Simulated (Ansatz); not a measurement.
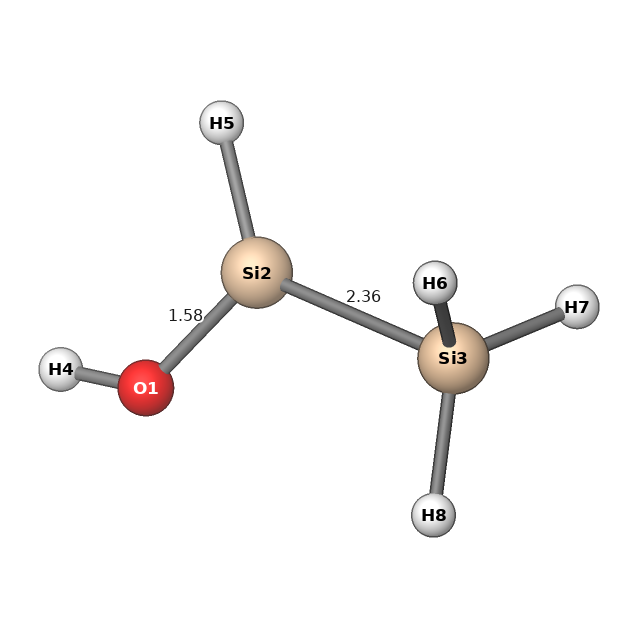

Bond lengths are marked in Å; every bond is drawn as one stick. Charge +1, singlet. The computed structure is the end point of a PBE0-D4/def2-TZVP optimisation. No frequency run is at hand to confirm it as a minimum.

**Which of the marked bonds are single, double, triple or aromatic?**

O1–Si2 single; Si2–Si3 single. This is one Lewis structure.

**Write the SMILES.**

O[SiH+][SiH3]
